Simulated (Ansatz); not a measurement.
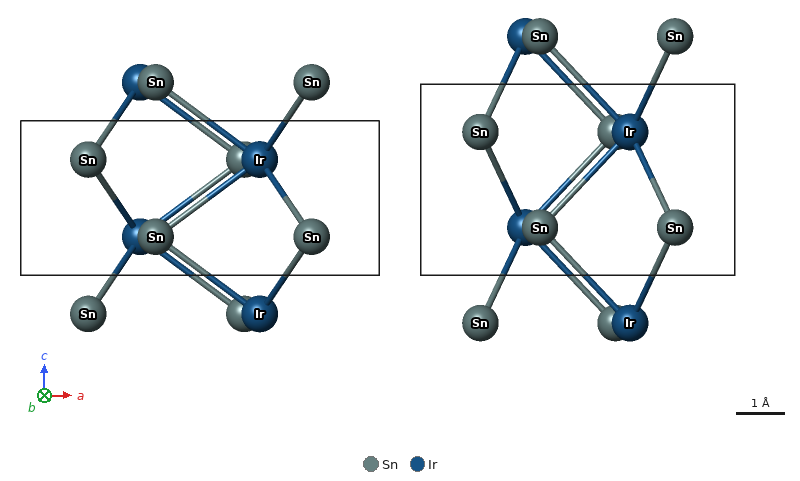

Two geometries of solid Sn3Ir (built on the Ni3Sn (D0_19)_194 type), drawn at one scale. One is the start of a relaxation, the other its converged end. The picture is a ball-and-stick view of the cell of the calculation, seen along the b axis.

The calculation used DFT PBE, scalar-relativistic, plane waves, PAW in Ansatz. Set-up: plane-wave cutoff 420 eV; k-point mesh 6 × 6 × 10; occupations gaussian; smearing width 0.1 eV; no spin polarisation; cell and atoms relaxed; force threshold 0.01 eV/Å; at most 80 steps.

### Which geometry has the lower energy?

The left one is the relaxed one. Case: Ni3Sn (D0_19) type (P6_3/mmc, No. 194). The largest moves relative to the cell, 0.025 Å, are those of Sn atoms. Ir stays in place. Cell: a = b 7.603 → 8.679 Å (+14.2 %), c 4.010 → 3.239 Å (−19.2 %). Volume +5.3 %. Some distances before and after: Ir–Sn 2.756 → 2.718 Å. Among the angles between lasting bonds that change: Ir–Sn–Ir 93.4° → 73.2°, Sn–Ir–Sn 93.4° → 73.2°, Sn–Ir–Sn 72.9° → 88.1°. The space group stays P6_3/mmc (No. 194). After 9 accepted moves (12 points after the start) the energy has fallen by 0.814 eV per cell of the calculation. The largest force component goes from 0.091 to 0.00023 eV/Å. Pressure: −0.13 GPa at the start and 0.00 GPa at the end. The line search rejected the trial step at point 5 of the run. At 2 points the geometry stayed and the basis and grid were re-selected for the new cell (energy shift of 35.9 meV per cell of the calculation at most each time).
